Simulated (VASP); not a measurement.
Energy against volume of Rb (bcc). Computed with revTPSS meta-GGA, VASP's PBE PAW potentials (set 64) (plane waves; VASP).

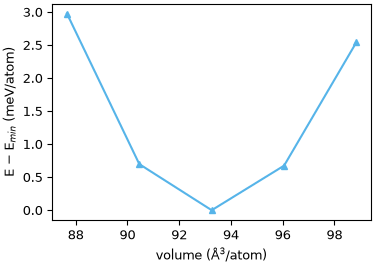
Figure: Energy against volume

### Question
Estimate the equilibrium volume and the bulk modulus.

### Answer
The minimum lies near 93.2 Å³/atom, and the curvature gives B0 of about 2.6 GPa.

Measured: a 5.576 Å at 0 K (computed value off by +2.5 %), as given by Gábor I. Csonka et al., Physical Review B (2009), arXiv:0903.4037 [low-temperature or extrapolated to 0 K; zero-point anharmonic expansion removed].

The compound is Rb in the bcc structure. It was relaxed first.
